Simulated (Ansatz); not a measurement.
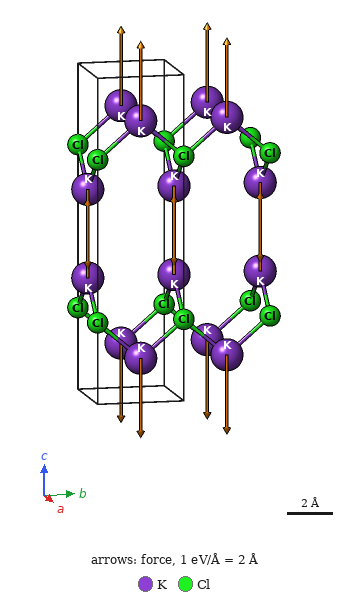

Starting geometry of a crystal of K2Cl (a generated structure, set up in P4_2/mmc) (coarse preliminary run) with the computed forces as orange arrows. The picture is a ball-and-stick view of the cell of the calculation, repeated 1 × 2 × 1 with one cell outlined, seen slightly off an axis.

Level of theory: Ansatz, DFT PBE, scalar-relativistic, plane waves, PAW. (plane-wave cutoff 420 eV; k-point mesh 4 × 4 × 2; occupations gaussian; smearing width 0.1 eV; no spin polarisation; cell and atoms relaxed; force threshold 0.04 eV/Å; at most 70 steps)

**Is this structure relaxed? If not, where do the atoms go?**

It isn't relaxed: the largest force vector, on K atoms, is 1.84 eV/Å. The atoms end up moving mostly along the starting forces (cosine between the two patterns 1.00). The largest moves relative to the cell, 0.12 Å, are those of K atoms. Cl stays in place. The volume changes by +43.0 %, with a = b 3.992 → 4.520 Å (+13.2 %), c 14.953 → 16.680 Å (+11.5 %). Among the contacts that change: Cl–K 2.626 → 3.033 Å. Among the angles between lasting bonds that change: Cl–K–Cl 98.9° → 96.3°, K–Cl–K 98.9° → 96.3°. The space group stays P4_2/mmc (No. 131). After 5 accepted moves (6 points after the start) the energy has fallen by 337 meV per atom. The largest force component goes from 1.8 to 0.00063 eV/Å. Pressure: 7.46 GPa at the start and 0.07 GPa at the end. The SCF was repeated once at an unchanged geometry on a basis and grid sized afresh for the cell, which shifted the energy by 2.0 meV per atom at most.

Limits of the set-up: the k-point mesh is coarse for a cell with partly filled bands.
